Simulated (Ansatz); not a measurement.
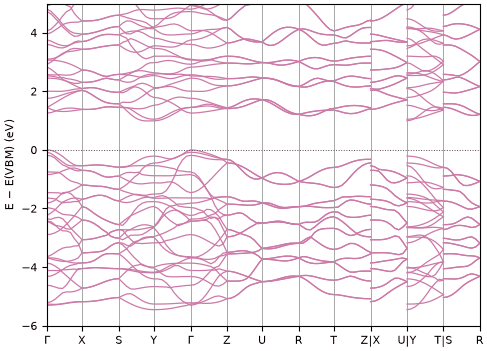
Figure. Band structure from plane-wave PAW PBE (Ansatz code)

### Question
Read off the gap and where the band edges lie.

### Answer
About 1.0 eV (0.99 eV by a search for the band edges); maximum at Γ, minimum on the S–Y line, 80 % of the way from S.

### Question
Which of these materials gives this?
A) TaNO, Pca2_1 (Ta on 4a, O on 4a, N on 4a)
B) ZrS2, Pca2_1 (Zr on 4a, S on 4a, S on 4a)
C) LaN, Pnma (La on 4c, N on 4c)
D) CaZrN2, Pna2_1 (Ca on 4a, Zr on 4a, N on 4a, N on 4a)

### Answer
B, ZrS2, Pca2_1 (Zr on 4a, S on 4a, S on 4a)

The start of the workflow was typed in or built on a structure type; neither database checked (COD, Materials Project) lists it. Its standing as an ambient phase is unchecked. The PBE relaxation kept the symmetry of its start; its stability against distortions is not shown here. The run is not spin-polarised. Spin–orbit coupling is left out wherever it is not named.

Potentials: the earlier of the program's two PAW sets.
